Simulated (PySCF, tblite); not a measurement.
# C7H9N: a rotation path, then NMR shifts on frames, part 2 of 2

tblite 0.8.0 and PySCF 2.14.0. Atoms count from 0. The steps go on from the part before.

## (5) Shielding tensors: image 4, PBE0/pcSseg-1

What the job is given:

```
{"job": {"kind": "nmr", "xc": "PBE0", "basis": "pcSseg-1", "pop": false}, "charge": 0, "multiplicity": 1}
C      0.292700    -0.708400     1.872500
C     -0.152200    -0.247400     0.698000
C     -1.364100     0.547700     0.699300
C     -2.067300     1.056500    -0.326900
C     -1.824200     0.944900    -1.704500
N     -1.725400     0.909500    -2.849400
C      0.575700    -0.550600    -0.586200
C      2.078000    -0.291600    -0.487400
H      1.173100    -1.321300     1.946400
H     -0.212500    -0.493900     2.799200
H     -1.755200     0.745000     1.691100
H     -2.961500     1.632600    -0.114800
H      0.172200     0.058700    -1.392500
H      0.403000    -1.598000    -0.850700
H      2.541900    -0.920400     0.267500
H      2.555200    -0.500200    -1.441600
H      2.263700     0.748900    -0.229900
```

Method: GIAO PBE0/pcSseg-1 NMR shielding, non-relativistic, gas phase.

Log:

```text
coarse grid: 14248 points
cycle   1  E = -326.3090750050  dE =  1.039e+00  |g| = 4.845e-01  |ddm| = 3.837e+00
cycle   2  E = -326.1888182350  dE =  1.203e-01  |g| = 8.903e-01  |ddm| = 1.252e+00
cycle   3  E = -326.3633710850  dE = -1.746e-01  |g| = 1.795e-01  |ddm| = 8.428e-01
cycle   4  E = -326.3707649379  dE = -7.394e-03  |g| = 3.808e-02  |ddm| = 1.610e-01
cycle   5  E = -326.3710799629  dE = -3.150e-04  |g| = 1.198e-02  |ddm| = 4.638e-02
cycle   6  E = -326.3711145470  dE = -3.458e-05  |g| = 3.390e-03  |ddm| = 1.324e-02
cycle   7  E = -326.3711170199  dE = -2.473e-06  |g| = 1.278e-03  |ddm| = 3.581e-03
final grid: 137800 points
cycle   8  E = -326.4194671966  dE = -4.284e-05  |g| = 7.913e-03  |ddm| = 4.156e-02
cycle   9  E = -326.4194658462  dE =  1.350e-06  |g| = 8.386e-03  |ddm| = 1.408e-02
cycle  10  E = -326.4194829539  dE = -1.711e-05  |g| = 1.283e-03  |ddm| = 7.257e-03
cycle  11  E = -326.4194832844  dE = -3.305e-07  |g| = 5.362e-04  |ddm| = 1.306e-03
cycle  12  E = -326.4194833455  dE = -6.116e-08  |g| = 1.304e-04  |ddm| = 4.924e-04
cycle  13  E = -326.4194833486  dE = -3.100e-09  |g| = 5.222e-05  |ddm| = 1.418e-04
cycle  14  E = -326.4194833493  dE = -6.992e-10  |g| = 1.338e-05  |ddm| = 6.090e-05
converged SCF energy = -326.4194833493

GIAO shielding tensors (ppm)
atom      isotropic    diamagn.    paramagn.     s11        s22        s33       span
  0 C       51.796     253.847    -202.051    -57.427     57.615    155.201    212.628
  1 C       28.754     261.158    -232.404    -83.904     11.775    158.392    242.296
  2 C       28.201     252.915    -224.714    -90.482     32.271    142.813    233.296
  3 C       87.651     254.091    -166.441     -0.921     99.312    164.560    165.481
  4 C       63.988     260.685    -196.697    -54.164    -46.949    293.078    347.242
  5 N      -68.101     340.060    -408.161   -212.056   -187.595    195.348    407.403
  6 C      163.130     248.091     -84.961    150.791    168.462    170.136     19.346
  7 C      170.269     247.975     -77.706    155.550    169.809    185.449     29.899
  8 H       25.781      32.394      -6.613     22.122     24.367     30.853      8.731
  9 H       25.855      31.620      -5.765     22.583     25.443     29.539      6.956
 10 H       24.909      31.655      -6.746     22.611     23.230     28.885      6.273
 11 H       26.391      26.297       0.095     22.474     27.873     28.827      6.353
 12 H       27.696      35.385      -7.689     20.068     26.060     36.958     16.890
 13 H       29.457      31.927      -2.470     25.846     27.274     35.251      9.404
 14 H       30.457      31.291      -0.834     25.889     29.300     36.182     10.294
 15 H       30.369      29.625       0.743     25.736     27.898     37.472     11.735
 16 H       30.753      31.146      -0.393     26.760     28.969     36.530      9.770
```

Run time: 71 s. Hardware: 1 thread, shared host.

This run: δ C2 158.7, C1 158.2, C0 135.1, C4 122.9, H10 6.81, H8 5.94 ppm.

## (6) Nuclear shieldings: image 6, PBE0/pcSseg-1

What the job is given:

```
{"job": {"kind": "nmr", "xc": "PBE0", "basis": "pcSseg-1", "pop": false}, "charge": 0, "multiplicity": 1}
C      0.377200    -0.516800     1.870100
C     -0.121000    -0.129800     0.690800
C     -1.429500     0.497300     0.693500
C     -2.184000     0.921900    -0.333700
C     -1.907500     0.843900    -1.706800
N     -1.774800     0.816700    -2.847800
C      0.613600    -0.324200    -0.608700
C      2.121600    -0.491100    -0.451700
H      1.334500    -0.993600     1.966500
H     -0.170200    -0.373100     2.786800
H     -1.844500     0.638200     1.684800
H     -3.144200     1.381900    -0.126900
H      0.422100     0.532800    -1.257000
H      0.199600    -1.203000    -1.113900
H      2.366100    -1.384300     0.117000
H      2.590600    -0.579100    -1.428400
H      2.543500     0.374400     0.055200
```

Method: GIAO PBE0/pcSseg-1 NMR shielding, non-relativistic, gas phase.

Log:

```text
coarse grid: 14248 points
cycle   1  E = -326.3115851588  dE =  1.038e+00  |g| = 4.850e-01  |ddm| = 3.846e+00
cycle   2  E = -326.1909418615  dE =  1.206e-01  |g| = 8.915e-01  |ddm| = 1.265e+00
cycle   3  E = -326.3660508846  dE = -1.751e-01  |g| = 1.787e-01  |ddm| = 8.490e-01
cycle   4  E = -326.3733862866  dE = -7.335e-03  |g| = 3.730e-02  |ddm| = 1.590e-01
cycle   5  E = -326.3736880917  dE = -3.018e-04  |g| = 1.159e-02  |ddm| = 4.705e-02
cycle   6  E = -326.3737216981  dE = -3.361e-05  |g| = 3.122e-03  |ddm| = 1.402e-02
cycle   7  E = -326.3737237791  dE = -2.081e-06  |g| = 1.306e-03  |ddm| = 3.490e-03
final grid: 137800 points
cycle   8  E = -326.4221408126  dE = -4.521e-05  |g| = 8.068e-03  |ddm| = 4.510e-02
cycle   9  E = -326.4221385744  dE =  2.238e-06  |g| = 8.738e-03  |ddm| = 1.518e-02
cycle  10  E = -326.4221571366  dE = -1.856e-05  |g| = 1.554e-03  |ddm| = 8.043e-03
cycle  11  E = -326.4221576600  dE = -5.233e-07  |g| = 5.216e-04  |ddm| = 1.479e-03
cycle  12  E = -326.4221577155  dE = -5.555e-08  |g| = 1.754e-04  |ddm| = 5.208e-04
cycle  13  E = -326.4221577211  dE = -5.575e-09  |g| = 7.159e-05  |ddm| = 1.817e-04
cycle  14  E = -326.4221577225  dE = -1.411e-09  |g| = 1.316e-05  |ddm| = 8.367e-05
cycle  15  E = -326.4221577225  dE = -4.059e-11  |g| = 3.121e-06  |ddm| = 1.397e-05
converged SCF energy = -326.4221577225

GIAO shielding tensors (ppm)
atom      isotropic    diamagn.    paramagn.     s11        s22        s33       span
  0 C       54.478     254.059    -199.581    -49.627     55.859    157.202    206.829
  1 C       29.859     261.157    -231.299    -81.026     13.042    157.560    238.586
  2 C       27.135     253.043    -225.908    -91.280     31.881    140.805    232.084
  3 C       87.652     254.359    -166.707     -1.373     99.780    164.548    165.921
  4 C       63.563     260.832    -197.269    -53.859    -47.053    291.600    345.459
  5 N      -64.933     340.500    -405.433   -210.570   -186.702    202.471    413.041
  6 C      160.036     249.090     -89.053    152.401    162.661    165.047     12.646
  7 C      173.749     247.600     -73.851    164.564    172.614    184.070     19.506
  8 H       25.917      32.761      -6.844     22.848     23.969     30.934      8.086
  9 H       26.003      31.625      -5.622     23.113     25.404     29.492      6.379
 10 H       24.858      31.737      -6.880     22.614     23.036     28.923      6.309
 11 H       26.391      26.333       0.059     22.470     27.882     28.822      6.352
 12 H       28.372      35.058      -6.686     21.526     27.965     35.624     14.099
 13 H       29.179      32.874      -3.695     24.550     28.391     34.596     10.046
 14 H       30.351      31.077      -0.726     26.013     28.674     36.365     10.353
 15 H       30.245      29.287       0.958     25.376     28.164     37.195     11.818
 16 H       30.815      30.931      -0.115     27.029     28.405     37.012      9.983
```

It took 81 s on 1 thread, shared host.

This run: δ C2 159.8, C1 157.1, C0 132.4, C4 123.4, H10 6.86, H8 5.80 ppm.

## (7) Shielding tensors: image 8, PBE0/pcSseg-1

What the job is given:

```
{"job": {"kind": "nmr", "xc": "PBE0", "basis": "pcSseg-1", "pop": false}, "charge": 0, "multiplicity": 1}
C      0.458900    -0.303300     1.908100
C     -0.096200    -0.034100     0.722300
C     -1.484000     0.390200     0.699100
C     -2.235900     0.753900    -0.353000
C     -1.855500     0.823800    -1.701700
N     -1.630400     0.917700    -2.824700
C      0.636800    -0.149500    -0.585000
C      2.067700    -0.662000    -0.483300
H      1.478900    -0.622500     2.013500
H     -0.101100    -0.207600     2.823600
H     -1.963100     0.412200     1.670900
H     -3.267700     1.045400    -0.193400
H      0.642600     0.833700    -1.064700
H      0.065900    -0.815700    -1.238300
H      2.094800    -1.646300    -0.021200
H      2.495300    -0.742400    -1.479900
H      2.685900     0.018500     0.097600
```

Level: GIAO PBE0/pcSseg-1 NMR shielding, non-relativistic, gas phase.

Log:

```text
coarse grid: 14248 points
cycle   1  E = -326.3128417733  dE =  1.042e+00  |g| = 4.864e-01  |ddm| = 3.857e+00
cycle   2  E = -326.1909892444  dE =  1.219e-01  |g| = 8.952e-01  |ddm| = 1.278e+00
cycle   3  E = -326.3675517225  dE = -1.766e-01  |g| = 1.794e-01  |ddm| = 8.558e-01
cycle   4  E = -326.3749450069  dE = -7.393e-03  |g| = 3.719e-02  |ddm| = 1.594e-01
cycle   5  E = -326.3752439614  dE = -2.990e-04  |g| = 1.168e-02  |ddm| = 4.757e-02
cycle   6  E = -326.3752782830  dE = -3.432e-05  |g| = 3.186e-03  |ddm| = 1.448e-02
cycle   7  E = -326.3752804824  dE = -2.199e-06  |g| = 1.311e-03  |ddm| = 3.586e-03
final grid: 137800 points
cycle   8  E = -326.4233436301  dE = -6.359e-05  |g| = 8.215e-03  |ddm| = 5.458e-02
cycle   9  E = -326.4233405599  dE =  3.070e-06  |g| = 9.112e-03  |ddm| = 1.620e-02
cycle  10  E = -326.4233601498  dE = -1.959e-05  |g| = 2.150e-03  |ddm| = 8.740e-03
cycle  11  E = -326.4233611732  dE = -1.023e-06  |g| = 6.007e-04  |ddm| = 1.946e-03
cycle  12  E = -326.4233612427  dE = -6.953e-08  |g| = 2.235e-04  |ddm| = 6.064e-04
cycle  13  E = -326.4233612527  dE = -1.002e-08  |g| = 8.272e-05  |ddm| = 2.411e-04
cycle  14  E = -326.4233612546  dE = -1.929e-09  |g| = 1.518e-05  |ddm| = 1.009e-04
cycle  15  E = -326.4233612547  dE = -5.787e-11  |g| = 3.300e-06  |ddm| = 1.619e-05
converged SCF energy = -326.4233612547

GIAO shielding tensors (ppm)
atom      isotropic    diamagn.    paramagn.     s11        s22        s33       span
  0 C       56.534     254.051    -197.517    -44.340     56.640    157.301    201.641
  1 C       30.501     261.338    -230.837    -79.886     14.103    157.285    237.171
  2 C       27.268     252.997    -225.729    -91.525     31.368    141.961    233.486
  3 C       87.095     254.651    -167.556     -2.647     99.717    164.215    166.862
  4 C       62.905     261.013    -198.107    -54.930    -47.241    290.888    345.818
  5 N      -65.613     340.605    -406.218   -210.590   -187.137    200.888    411.478
  6 C      157.661     250.146     -92.485    153.054    159.598    160.331      7.277
  7 C      174.970     247.139     -72.169    170.307    171.829    182.775     12.468
  8 H       26.079      32.698      -6.620     23.089     24.177     30.971      7.882
  9 H       26.090      31.503      -5.413     23.475     25.299     29.497      6.022
 10 H       24.804      31.702      -6.899     22.654     23.015     28.742      6.088
 11 H       26.382      26.440      -0.057     22.490     27.859     28.798      6.308
 12 H       28.714      34.367      -5.652     23.033     28.717     34.394     11.361
 13 H       28.792      34.470      -5.677     23.053     28.892     34.432     11.378
 14 H       30.643      30.863      -0.220     26.770     28.315     36.843     10.073
 15 H       30.158      29.180       0.978     25.201     28.258     37.015     11.813
 16 H       30.570      30.825      -0.255     26.702     28.164     36.843     10.141
```

Run time: 85 s. Hardware: 1 thread, shared host.

Key values: δ C2 159.7, C1 156.4, C0 130.4, C4 124.0, H10 6.91, H8 5.64 ppm.

## (8) Comparing the runs: NMR shifts

Shifts (ppm) of some atoms, chosen among heavy atoms and hydrogens apart, with basis size and wall time:

| frame | C1 | C0 | C6 | C7 | H12 | H16 | N5 | functions | time |
| --- | --- | --- | --- | --- | --- | --- | --- | --- | --- |
| image 0 | 158.5 | 134.7 | 30.4 | 19.4 | 3.64 | 1.65 | 332.3 | 181 | 80 s |
| image 2 | 159.3 | 136.6 | 25.5 | 20.5 | 4.09 | 1.27 | 335.9 | 181 | 76 s |
| image 4 | 158.2 | 135.1 | 23.8 | 16.7 | 4.02 | 0.96 | 335.8 | 181 | 71 s |
| image 6 | 157.1 | 132.4 | 26.9 | 13.2 | 3.35 | 0.90 | 332.7 | 181 | 81 s |
| image 8 | 156.4 | 130.4 | 29.3 | 12.0 | 3.00 | 1.15 | 333.3 | 181 | 85 s |

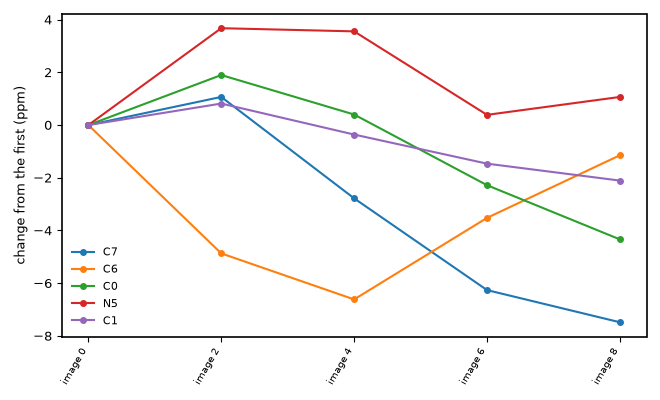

How five of the tabulated atoms move from run to run.

## (9) What came out

What follows sums up all 2 parts.

| quantity | value |
| --- | --- |
| barrier | 0.084 eV (1.9 kcal/mol) at image 4 |
| end to end (GFN2-xTB) | 0.017 eV |
| 13C shifts against TMS (PBE0/pcSseg-1, image 0) | 158.5, 157.3, 134.7, 123.1, 99.8, 30.4, 19.4 ppm |
| 1H shifts against TMS (PBE0/pcSseg-1, image 0) | 6.80, 5.73, 5.59, 5.36, 3.64, 2.25, 1.65, 1.44, 0.83 ppm |
| 15N shifts against NH3 (PBE0/pcSseg-1, image 0) | 332.3 ppm |
| range of the shift of C7 | 12.0 to 20.5 ppm |

In words: Along the band the dihedral turns by 103°, and the top (dihedral 132°) lies 1.9 kcal/mol above the start (GFN2-xTB, rough), so at room temperature this motion is fast. Ends this close can change order at a higher level. The top was not checked by a frequency run. Shifts at one fixed geometry are not the observed spectrum, which averages over the motion. In the first frame run (image 0): Shielding is most anisotropic at N5 (span 418 ppm, paramagnetic term -405 ppm). Across the 5 runs the shift of C7 moves most, between 12.0 (image 8) and 20.5 ppm (image 2).
